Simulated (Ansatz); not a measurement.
CH5InO

```yaml
atoms:
  - { symbol: C, position_ang: [-0.4122, 0.5377, 0.7994] }
  - { symbol: In, position_ang: [-0.8103, -1.6567, 0.2900] }
  - { symbol: O, position_ang: [0.3386, -0.7552, -1.8012] }
  - { symbol: H, position_ang: [-0.8397, 0.8440, 1.7703] }
  - { symbol: H, position_ang: [-0.8383, 1.2167, 0.0347] }
  - { symbol: H, position_ang: [0.6756, 0.7452, 0.8569] }
  - { symbol: H, position_ang: [1.0727, -1.1961, -2.2497] }
  - { symbol: H, position_ang: [0.6915, 0.0890, -1.4824] }
```

Geometry: r2SCAN-D4/def2-SVP; core potentials replace the inner electrons of In.

All numbers below come from Ansatz, isolated molecule in a Gaussian basis; Kohn-Sham density functional theory, functional PBE0.

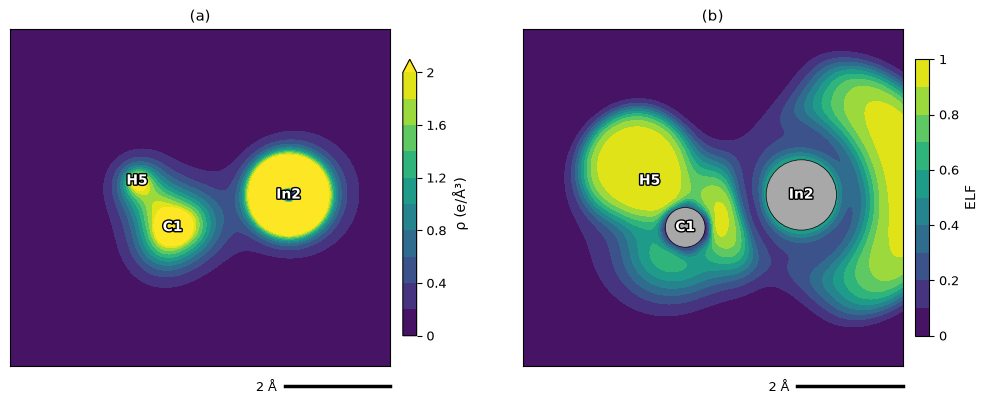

Figure 1. (a) electron density; (b) electron localisation function on the plane of atoms In2, C1 and H5. Grey discs cover the atomic cores in the ELF map.

Interpret the plot.

Answer. The plane passes through C, In and H nuclei.
C–In (2.29 Å): the density is about 0.53 e/Å³ at the midpoint; the ELF peaks at about 0.95 in the valence shell of C, 0.7 Å from its nucleus, and drops to about 0.20 between the two atoms.
C–H (1.11 Å): ρ at the midpoint is about 1.8 e/Å³; the ELF climbs to about 1 towards the hydrogen, as it does in any bond to H: an ordinary covalent bond to hydrogen.

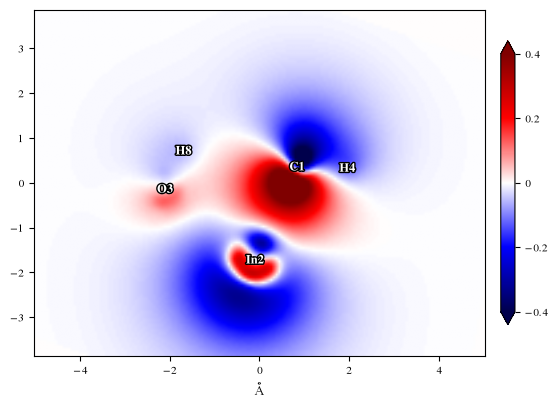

Figure 2. The HOMO on the plane of atoms In2, C1 and H4 (values in Å⁻³ᐟ²; the overall sign is arbitrary).

Where does this orbital lie, and at what energy?

Answer. It lies mainly on In2 (about 60 %) and C1 (about 30 %). Its energy is −5.05 eV.

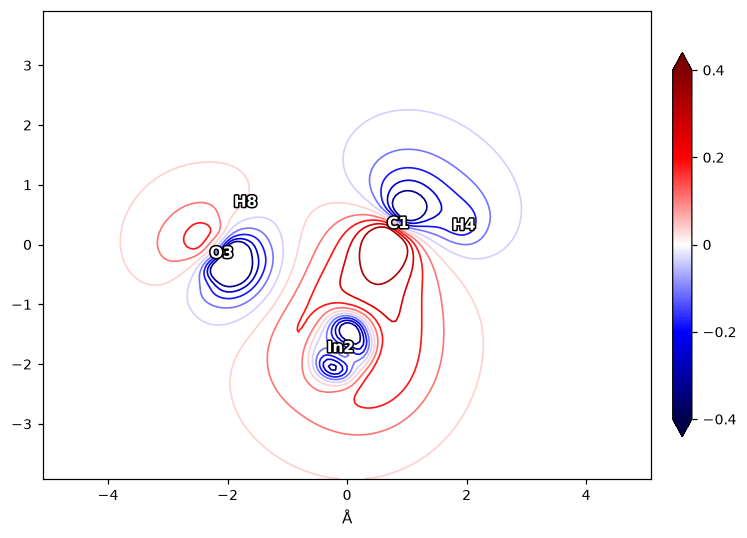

Figure 3. The HOMO−1 on the plane of atoms In2, C1 and H4 (values in Å⁻³ᐟ²; the overall sign is arbitrary).

What is the character of this orbital?

Answer. Its weight (Hirshfeld) is mainly on In2 (about 55 %), C1 (about 25 %) and O3 (about 15 %). Its energy is −8.58 eV.
